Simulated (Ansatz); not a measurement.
## Profile along the Ti–O line in LaTiO3 (cubic perovskite)

LaTiO₃ (cubic perovskite)

```xyz
5
Lattice="3.8722 0.0000 0.0000 0.0000 3.8722 0.0000 0.0000 0.0000 3.8722" Properties=species:S:1:pos:R:3 pbc="T T T"
La     0.0000     0.0000     0.0000
Ti     1.9361     1.9361     1.9361
O      0.0000     1.9361     1.9361
O      1.9361     0.0000     1.9361
O      1.9361     1.9361     0.0000
```

Fields along a shortest Ti–O line of a {110} plane (1.94 Å), from Ti to O, interpolated on the slice's grid (step about 0.2 Å). All values below come from LDA (plane waves to 420 eV, PAW, scalar-relativistic; Ansatz, an electronic-structure program). k mesh 12×12×12. These are valence fields of a PAW run, semicore shells included where kept as valence: close to a nucleus they are smooth pseudo fields. LaTiO3 is run without spin polarisation and with no Hubbard U. LaTiO3 was relaxed with its symmetry unable to fall. This is one of several known forms of LaTiO3; the measured ambient cells at hand have space group No. 62.

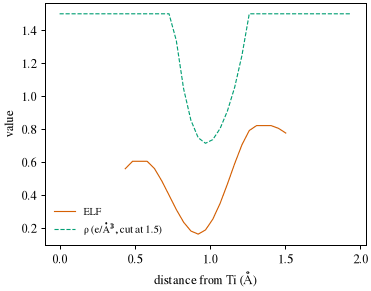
*ELF (away from the nuclei) and valence density from Ti to O.*

Density on the Ti–O line (1.94 Å) at its midpoint: 0.71 e/Å³. ELF at that point: 0.2.
